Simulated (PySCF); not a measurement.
# F4MoO ([MoOF4]-): the cost of one run

Computed with PySCF 2.14.0 and routines of our own; the level stands in each step. Atoms count from 0.

### Step 1. The system as given

6 atoms, charge -1, states of the metal's open shell are computed; geometry from: model start, shaken.

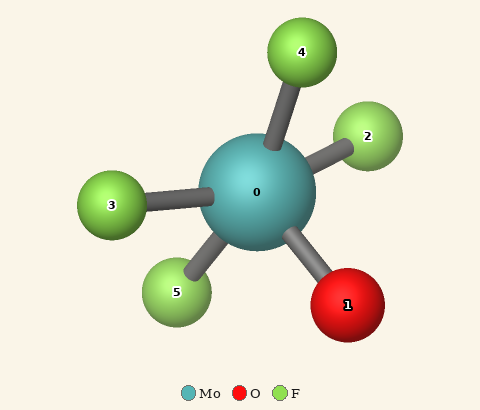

The starting geometry (molybdenum teal, oxygen red, fluorine green); sticks join atoms by distance alone.

### Step 2. Geometry optimisation at PBE0-D3(BJ)/def2-TZVP

Job settings and geometry (Å):

```
{"job": {"xc": "PBE0", "basis": "def2-TZVP", "d3": "d3bj", "grid": 1, "maxiter": 45, "kind": "geom"}, "charge": -1, "metal": "Mo", "open_shell": "d1"}
Mo     0.000020     0.004480    -0.004110
O     -0.013360    -0.006820     1.695130
F      1.822800     0.020100    -0.328630
F     -1.831200     0.007350    -0.315900
F      0.001580     1.807940    -0.321690
F      0.010430    -1.842060    -0.328110
```

The run is started by

```sh
$ OMP_NUM_THREADS=1 python lf_run.py task.json out
```

The driver reads the jobs from task.json and runs them one after another.

Q: Estimate the wall time and peak memory of this first job on 1 thread of Arm Neoverse V2, shared host.

About 3.6 min, with a peak of 0.63 GiB.
